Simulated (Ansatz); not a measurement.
```xyz
6
Lattice="3.3186 0.0000 0.0000 -1.6593 2.8740 0.0000 0.0000 0.0000 9.4345" Properties=species:S:1:pos:R:3 pbc="T T T"
B     0.0000    0.0000    3.1674
B     1.6593    0.9580    0.5031
P     0.0000    0.0000    5.1704
P     1.6593    0.9580    2.5223
P     0.0000    1.9160    9.3225
P     1.6593    0.9580    6.3631
```

Space group P3m1; a generated structure, not necessarily the stable one; changed on purpose from its base cell (volume × 1.10, shape and atoms relaxed); computed pressure about −6 GPa in this cell.

All numbers below come from Ansatz 0.2.0, DFT PBE, scalar-relativistic, plane waves, PAW.

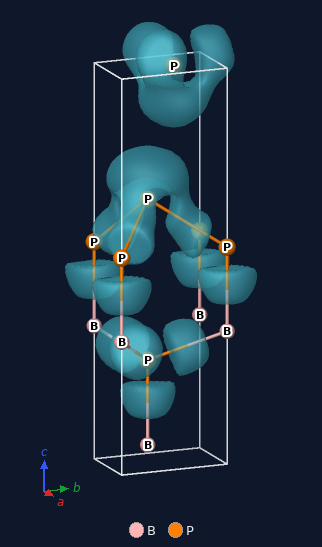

BP2. Isosurface of the ELF at 0.75 (cyan), seen slightly off an axis. Only the valence region is drawn (cores and ρ < 0.01 e/Å³ removed). Sticks mark near contacts.

Core electrons are frozen (PAW), and the valence fields are smoothed inside the atomic spheres.

### What do the ELF domains correspond to?

At this value the surface marks out five regions between bonded B–P atoms and two regions on P in which the atom's valence shell and bonds are merged, counted in one cell of 6 atoms. Any copies at cell faces, edges or corners count once. Along the contacts the grid gives the following. B–P (2.00 Å): the ELF peaks at about 0.95 between the atoms. P–P (2.26 Å): the ELF peaks at about 0.90 between the atoms.
